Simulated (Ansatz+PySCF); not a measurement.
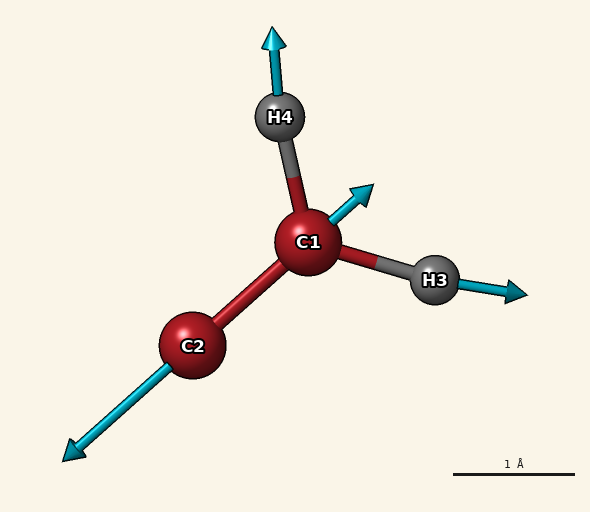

Figure made from data computed with Ansatz+PySCF.

Arrows show the forces on the atoms, 2 Å of arrow for 1 eV/Å; forces under a tenth of the largest aren't drawn. Level of theory: R-PBE/def2-SVP (Ansatz).

> On which atom is the force largest, and how large is it?

On C2: 0.61 eV/Å.

> Which bond do the forces act along most?

C1–C2, now 1.300 Å: the forces push its atoms apart, so a first step downhill lengthens it.

List the force components in the frame of the picture (x right, y up, z towards the viewer), in eV/Å.

```csv
atom,Fx,Fy,Fz
C1,0.18,0.16,0.04
C2,−0.45,−0.40,−0.10
H3,0.29,−0.05,−0.01
H4,−0.02,0.29,0.07
```
